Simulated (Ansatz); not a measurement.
# CH2BF (SMILES B[C]F): methods side by side

The species is CH2BF (5 atoms), meant as a triplet with charge 0. SMILES: `B[C]F`. The shape is that of a GFN2-xTB optimisation.

```xyz
5

B    -0.5056   -0.2501   -0.1209
C     0.8999    0.1798   -0.2454
F     1.7161    0.8967    0.4901
H    -0.9948   -0.9049   -0.9535
H    -1.1156    0.0785    0.8297
```

Each level gives the energy change with the B1–H4 bond stretched from 1.167 to 1.458 Å (eV). The values are calculated.

```
           level                    kind  program  value (eV)  less FCI/STO-3G
 U-revPBE/STO-3G                     GGA   Ansatz        0.79            -0.01
     UPBE/STO-3G                     GGA   Ansatz        0.81            +0.01
    UPBE0/STO-3G           global hybrid   Ansatz        0.92            +0.12
U-wB97M-V/STO-3G  range-separated hybrid   Ansatz        0.93            +0.13
  U-wB97X/STO-3G  range-separated hybrid   Ansatz        0.93            +0.13
 UBCCD(T)/STO-3G   coupled cluster or CI   Ansatz        0.81            +0.01
 UCCSD(T)/STO-3G   coupled cluster or CI   Ansatz        0.81            +0.01
UCCSDT(Q)/STO-3G   coupled cluster or CI   Ansatz        0.80             0.00
      FCI/STO-3G      exact in the basis   Ansatz        0.80             0.00
```

FCI/STO-3G is exact within its basis and frozen core, so for wave-function methods in that basis the difference is their error; functionals converge differently with the basis, so for them it is only a difference. The first shape isn't each level's own minimum. The values span 0.79 to 0.93 eV. All rows use very small basis sets, so none should be taken for the real molecule's value.

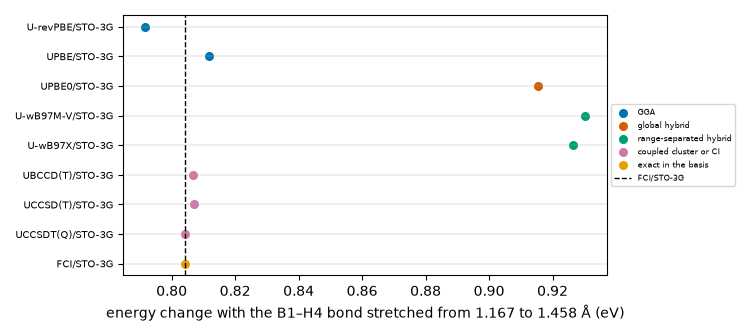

The values of the table, level by level.
